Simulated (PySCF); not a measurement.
CuH2 (charge −1): geometry relaxation (part 1 of 2)

The run: geometry relaxation of CuH2, charge −1. Method and program: MP2/aug-cc-pVDZ, RHF (PySCF 2.14.0).

A bond length was changed on purpose from its optimised value. Figures and captions count atoms from 1; the log counts them from 0 in places.

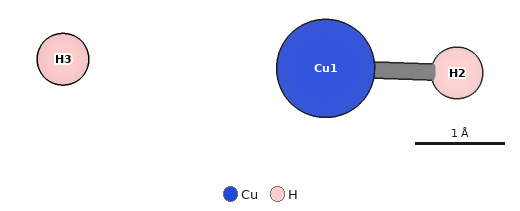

*The structure as given in the input (ball-and-stick view, seen at a tilt; atoms are numbered from 1 in the order of the input). Sticks mark near contacts.*

Bond lengths as drawn: Cu–H 1.55 Å.

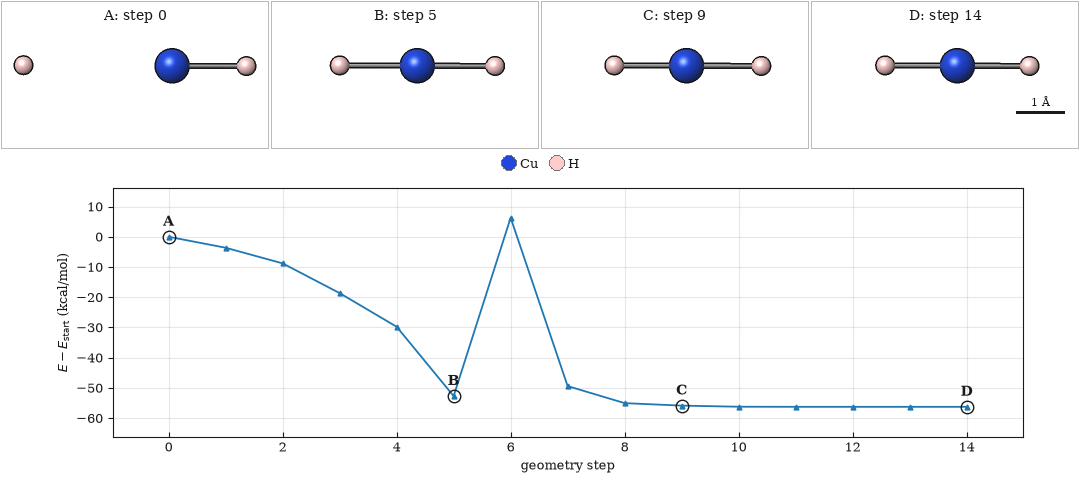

*Frames of the relaxation (ball-and-stick view, seen at a tilt) above the curves, on which the letters mark them (steps are counted from 0).*

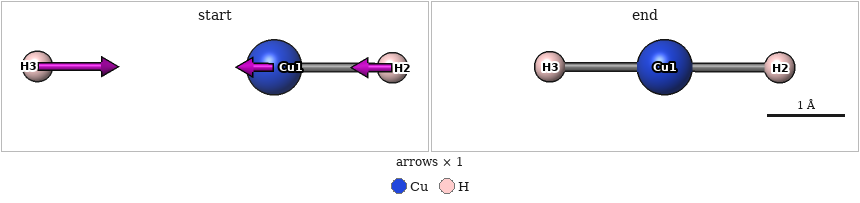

*Before (left) and after (right) the relaxation, at one scale (ball-and-stick view, seen at a tilt). The pink arrows give the displacements, at true length.*

The energy falls by 56.2 kcal/mol in 14 geometry steps. The largest force component goes from 1.2 to under 0.0001 eV/Å. The largest move after the best rigid fit is that of H3, 1.08 Å. By element the largest moves are H 1.08 Å, Cu 0.52 Å. Distances before and after: Cu1–H3 3.106 → 1.508 Å, Cu1–H2 1.553 → 1.508 Å. New bonds form: Cu1–H3 (3.11 → 1.51 Å). (Atoms are counted from 1 in the order of the input.)

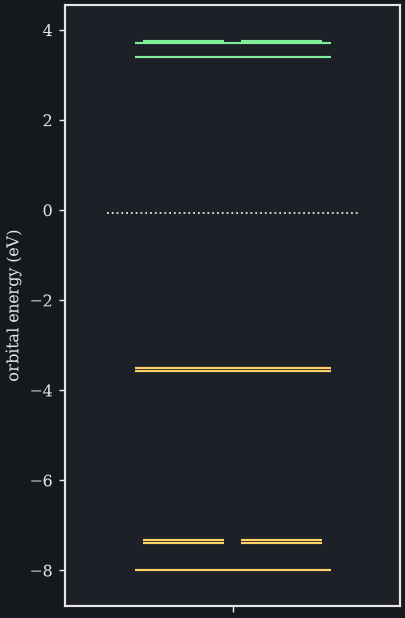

*Orbital energies near the frontier (SCF reference); the dotted line parts filled from empty levels, and levels within 0.02 eV of each other stand side by side.*

Highest filled −3.52 eV, lowest empty 3.40 eV, 6.92 eV apart.

The input that produced these results follows, with the program's output.

**Input (job.py)**
```python
from pyscf import gto, mp
from pyscf.geomopt.geometric_solver import kernel as optimise

system = gto.M(
    atom='''
Cu    -0.032295    -0.040459     2.934159
H     -0.065800    -0.081598     5.868242
H      0.032900     0.040799    -2.934121
''',
    charge=-1,
    basis='aug-cc-pvdz',
    spin=0,
    verbose=3,
    max_memory=1860,
    unit='bohr',
)

myscf = system.RHF()
myscf.kernel()
if not myscf.converged:
    myscf = myscf.newton().run(myscf.mo_coeff, myscf.mo_occ)
pt = mp.MP2(myscf, frozen=5).run()
converged, mol_eq = optimise(pt, maxsteps=50, convergence_set='TURBOMOLE')
print('converged:', converged)
print(mol_eq.tostring())

myscf.reset(mol_eq)
system = mol_eq
myscf.kernel()
if not myscf.converged:
    myscf = myscf.newton().run(myscf.mo_coeff, myscf.mo_occ)
pt = mp.MP2(myscf, frozen=5).run()
etot = pt.e_tot
print(f'total energy: {etot:.8f} hartree')
dip = myscf.dip_moment()
pop, q = myscf.mulliken_pop()
```

Launch command:
```bash
OMP_NUM_THREADS=1 python job.py
```

**Log**
```
converged SCF energy = -1640.04622979662
E(RMP2) = -1640.80708152869  E_corr = -0.760851732068851
E(SCS-RMP2) = -1640.73390617195  E_corr = -0.687676375330401

#|     Arguments passed to driver run_optimizer():      |#
convergence_set           TURBOMOLE
customengine              <pyscf.geomopt.geometric_solver.PySCFEngine object>
maxiter                   50
----------------------------------------------------------
Custom engine selected.
Bonds will be generated from interatomic distances less than 1.20 times sum of covalent radii
Creating artificial bond to isolated atom: 3-1
9 internal coordinates being used (instead of 9 Cartesians)
Internal coordinate system (atoms numbered from 1):
Distance 1-2
Distance 1-3
LinearAngleX 2-1-3
LinearAngleY 2-1-3
Translation-X 1-3
Translation-Y 1-3
Translation-Z 1-3
Rotation-A 1-3
Rotation-B 1-3
Rotation-C 1-3
<class 'geometric.internal.Distance'> : 2
<class 'geometric.internal.LinearAngle'> : 2
<class 'geometric.internal.TranslationX'> : 1
<class 'geometric.internal.TranslationY'> : 1
<class 'geometric.internal.TranslationZ'> : 1
<class 'geometric.internal.RotationA'> : 1
<class 'geometric.internal.RotationB'> : 1
<class 'geometric.internal.RotationC'> : 1
> ===== Optimization Info: ====
> Job type: Energy minimization
> Maximum number of optimization cycles: 50
> Initial / maximum trust radius (Angstrom): 0.100 / 0.300
> Convergence Criteria:
> Will converge when all 5 criteria are reached:
>  |Delta-E| < 1.00e-06
>  RMS-Grad  < 5.00e-04
>  Max-Grad  < 1.00e-03
>  RMS-Disp  < 5.00e-04
>  Max-Disp  < 1.00e-03
> === End Optimization Info ===

Geometry optimization cycle 1
Cartesian coordinates (Angstrom)
 Atom        New coordinates             dX        dY        dZ
  Cu  -0.017090  -0.021410   1.552690    0.000000  0.000000  0.000000
   H  -0.034820  -0.043180   3.105340    0.000000  0.000000  0.000000
   H   0.017410   0.021590  -1.552670    0.000000  0.000000  0.000000
converged SCF energy = -1640.04622979662
E(RMP2_Scanner) = -1640.8070817864  E_corr = -0.760851989786988
E(SCS-RMP2_Scanner) = -1640.73390638968  E_corr = -0.687676593061746
--------------- RMP2_Scanner gradients ---------------
         x                y                z
0 Cu     0.0000681398     0.0000757660    -0.0049274819
1 H    -0.0002692592    -0.0003278538     0.0232168226
2 H     0.0002011194     0.0002520879    -0.0182893407
----------------------------------------------
cycle 1: E = -1640.80708179  dE = -1640.81  norm(grad) = 0.0299682
Step    0 : Gradient = 1.730e-02/2.322e-02 (rms/max) Energy = -1640.8070817864
Hessian Eigenvalues: 5.00000e-02 5.00000e-02 5.00000e-02 ... 1.00000e-01 1.00000e-01 1.47352e-01

Geometry optimization cycle 2
Cartesian coordinates (Angstrom)
 Atom        New coordinates             dX        dY        dZ
  Cu  -0.017126  -0.021397   1.548220   -0.000037  0.000013 -0.004470
   H  -0.033777  -0.041926   3.017495    0.001042  0.001254 -0.087845
   H   0.016404   0.020323  -1.460355   -0.001006 -0.001267  0.092315
converged SCF energy = -1640.04591012513
E(RMP2_Scanner) = -1640.81285289751  E_corr = -0.766942772379766
E(SCS-RMP2_Scanner) = -1640.73864254961  E_corr = -0.692732424482715
--------------- RMP2_Scanner gradients ---------------
         x                y                z
0 Cu    -0.0001628742    -0.0002061346     0.0150725464
1 H    -0.0000550459    -0.0000659559     0.0046056614
2 H     0.0002179200     0.0002720904    -0.0196782078
----------------------------------------------
cycle 2: E = -1640.8128529  dE = -0.00577111  norm(grad) = 0.0252155
Step    1 : Displace = 7.363e-02/9.233e-02 (rms/max) Trust = 1.000e-01 (=) Grad = 1.456e-02/1.968e-02 (rms/max) E (change) = -1640.8128528975 (-5.771e-03) Quality = 1.648
Hessian Eigenvalues: 2.47246e-02 5.00000e-02 5.00000e-02 ... 9.99999e-02 1.00000e-01 2.27936e-01

Geometry optimization cycle 3
Cartesian coordinates (Angstrom)
 Atom        New coordinates             dX        dY        dZ
  Cu  -0.016693  -0.020766   1.497281    0.000433  0.000630 -0.050939
   H  -0.032101  -0.039908   2.875935    0.001676  0.002018 -0.141560
   H   0.014295   0.017674  -1.267856   -0.002109 -0.002649  0.192499
converged SCF energy = -1640.04575633966
E(RMP2_Scanner) = -1640.82109576132  E_corr = -0.77533942166477
E(SCS-RMP2_Scanner) = -1640.74541268501  E_corr = -0.69965634535818
--------------- RMP2_Scanner gradients ---------------
         x                y                z
0 Cu    -0.0005775872    -0.0007164828     0.0515401743
1 H     0.0003094922     0.0003841120    -0.0276426958
2 H     0.0002680950     0.0003323708    -0.0238974784
----------------------------------------------
cycle 3: E = -1640.82109576  dE = -0.00824286  norm(grad) = 0.0631892
Step    2 : Displace = 1.411e-01/1.925e-01 (rms/max) Trust = 1.414e-01 (+) Grad = 3.648e-02/5.155e-02 (rms/max) E (change) = -1640.8210957613 (-8.243e-03) Quality = 1.204
Hessian Eigenvalues: 6.53768e-03 5.00000e-02 5.00000e-02 ... 9.99999e-02 1.00000e-01 5.15500e-01

Geometry optimization cycle 4
Cartesian coordinates (Angstrom)
 Atom        New coordinates             dX        dY        dZ
  Cu  -0.015612  -0.019329   1.388144    0.001081  0.001437 -0.109137
   H  -0.030162  -0.037562   2.710784    0.001939  0.002346 -0.165151
   H   0.011275   0.013891  -0.993569   -0.003021 -0.003783  0.274287
converged SCF energy = -1640.051850885
E(RMP2_Scanner) = -1640.83677495208  E_corr = -0.784924067079563
E(SCS-RMP2_Scanner) = -1640.75932098051  E_corr = -0.707470095513049
--------------- RMP2_Scanner gradients ---------------
         x                y                z
0 Cu    -0.0010042867    -0.0012454053     0.0895650822
1 H     0.0006430967     0.0008015222    -0.0578828550
2 H     0.0003611900     0.0004438831    -0.0316822272
----------------------------------------------
cycle 4: E = -1640.83677495  dE = -0.0156792  norm(grad) = 0.111266
Step    3 : Displace = 1.953e-01/2.743e-01 (rms/max) Trust = 2.000e-01 (+) Grad = 6.424e-02/8.958e-02 (rms/max) E (change) = -1640.8367749521 (-1.568e-02) Quality = 1.340
Eigenvalues below 1.0000e-05 (-8.2527e-02) - returning guess
Hessian Eigenvalues: 5.00000e-02 5.00000e-02 5.00000e-02 ... 1.00000e-01 1.00000e-01 2.35411e-01

Geometry optimization cycle 5
Cartesian coordinates (Angstrom)
 Atom        New coordinates             dX        dY        dZ
  Cu  -0.014417  -0.017902   1.288889    0.001195  0.001426 -0.099255
   H  -0.030570  -0.038026   2.741641   -0.000408 -0.000464  0.030856
   H   0.010487   0.012928  -0.925170   -0.000788 -0.000963  0.068399
converged SCF energy = -1640.0733832791
E(RMP2_Scanner) = -1640.85449672935  E_corr = -0.781113450247526
E(SCS-RMP2_Scanner) = -1640.77757135819  E_corr = -0.704188079091853
--------------- RMP2_Scanner gradients ---------------
         x                y                z
0 Cu    -0.0004604761    -0.0005673373     0.0405803369
1 H     0.0000518796     0.0000627370    -0.0044164084
2 H     0.0004085965     0.0005046003    -0.0361639285
----------------------------------------------
cycle 5: E = -1640.85449673  dE = -0.0177218  norm(grad) = 0.0545441
Step    4 : Displace = 7.185e-02/9.927e-02 (rms/max) Trust = 2.828e-01 (+) Grad = 3.149e-02/4.059e-02 (rms/max) E (change) = -1640.8544967293 (-1.772e-02) Quality = 1.460
Hessian Eigenvalues: 3.06730e-02 5.00000e-02 5.00000e-02 ... 9.99999e-02 1.00000e-01 3.70823e-01

Geometry optimization cycle 6
Cartesian coordinates (Angstrom)
 Atom        New coordinates             dX        dY        dZ
  Cu  -0.011360  -0.014238   1.033024    0.003057  0.003664 -0.255866
   H  -0.029794  -0.036967   2.659681    0.000776  0.001059 -0.081959
   H   0.006654   0.008205  -0.587345   -0.003833 -0.004723  0.337825
converged SCF energy = -1640.09595898332
E(RMP2_Scanner) = -1640.89105123009  E_corr = -0.795092246770819
E(SCS-RMP2_Scanner) = -1640.81162313585  E_corr = -0.715664152530834
--------------- RMP2_Scanner gradients ---------------
         x                y                z
0 Cu     0.0000233471     0.0000185634    -0.0007148472
1 H    -0.0002760254    -0.0003368937     0.0239056871
2 H     0.0002526783     0.0003183303    -0.0231908399
----------------------------------------------
cycle 6: E = -1640.89105123  dE = -0.0365545  norm(grad) = 0.0333191
Step    5 : Displace = 2.492e-01/3.379e-01 (rms/max) Trust = 3.000e-01 (+) Grad = 1.924e-02/2.391e-02 (rms/max) E (change) = -1640.8910512301 (-3.655e-02) Quality = 1.739
Hessian Eigenvalues: 1.63846e-02 5.00000e-02 5.00000e-02 ... 9.99999e-02 1.00000e-01 3.94195e-01

Geometry optimization cycle 7
Cartesian coordinates (Angstrom)
 Atom        New coordinates             dX        dY        dZ
  Cu  -0.009011  -0.011309   0.821302    0.002349  0.002930 -0.211722
   H  -0.028419  -0.035263   2.537249    0.001375  0.001704 -0.122432
   H   0.002930   0.003572  -0.253191   -0.003724 -0.004633  0.334154
converged SCF energy = -1639.9851613493
E(RMP2_Scanner) = -1640.79704631995  E_corr = -0.811884970647562
E(SCS-RMP2_Scanner) = -1640.71470332411  E_corr = -0.729541974807737
--------------- RMP2_Scanner gradients ---------------
         x                y                z
0 Cu     0.0039492104     0.0049105841    -0.3539401238
1 H    -0.0002219171    -0.0002708021     0.0192127633
2 H    -0.0037272932    -0.0046397819     0.3347273605
----------------------------------------------
cycle 7: E = -1640.79704632  dE = 0.0940049  norm(grad) = 0.487607
Step    6 : Displace = 2.391e-01/3.342e-01 (rms/max) Trust = 3.000e-01 (=) Grad = 2.815e-01/3.540e-01 (rms/max) E (change) = -1640.7970463199 (+9.400e-02) Quality = -9.450
Rejecting step - quality is lower than -1.0
Hessian Eigenvalues: 1.63846e-02 5.00000e-02 5.00000e-02 ... 9.99999e-02 1.00000e-01 3.94195e-01

Geometry optimization cycle 8
Cartesian coordinates (Angstrom)
 Atom        New coordinates             dX        dY        dZ
  Cu  -0.010272  -0.012861   0.932256   -0.001261 -0.001552  0.110954
   H  -0.028946  -0.035930   2.585979   -0.000528 -0.000667  0.048729
   H   0.004718   0.005791  -0.412874    0.001788  0.002219 -0.159683
converged SCF energy = -1640.07701960097
E(RMP2_Scanner) = -1640.88578433657  E_corr = -0.808764735604643
E(SCS-RMP2_Scanner) = -1640.80409381248  E_corr = -0.727074211507064
--------------- RMP2_Scanner gradients ---------------
         x                y                z
0 Cu     0.0008828006     0.0010906400    -0.0781894717
1 H    -0.0002453004    -0.0003005252     0.0213936560
2 H    -0.0006375002    -0.0007901149     0.0567958157
----------------------------------------------
cycle 8: E = -1640.88578434  dE = -0.088738  norm(grad) = 0.0989959
Step    7 : Displace = 1.239e-01/1.745e-01 (rms/max) Trust = 1.196e-01 (x) Grad = 5.716e-02/7.820e-02 (rms/max) E (change) = -1640.8857843366 (+5.267e-03) Quality = -0.685
Hessian Eigenvalues: 5.00000e-02 5.00000e-02 5.00000e-02 ... 1.00000e-01 1.48915e-01 2.85283e-01

Geometry optimization cycle 9
Cartesian coordinates (Angstrom)
 Atom        New coordinates             dX        dY        dZ
  Cu  -0.011015  -0.013759   0.995363   -0.000744 -0.000898  0.063107
   H  -0.029103  -0.036144   2.602502   -0.000157 -0.000214  0.016523
   H   0.005619   0.006903  -0.492504    0.000901  0.001112 -0.079630
converged SCF energy = -1640.09128228347
E(RMP2_Scanner) = -1640.89476836236  E_corr = -0.803486078898302
E(SCS-RMP2_Scanner) = -1640.81394269602  E_corr = -0.722660412555022
```
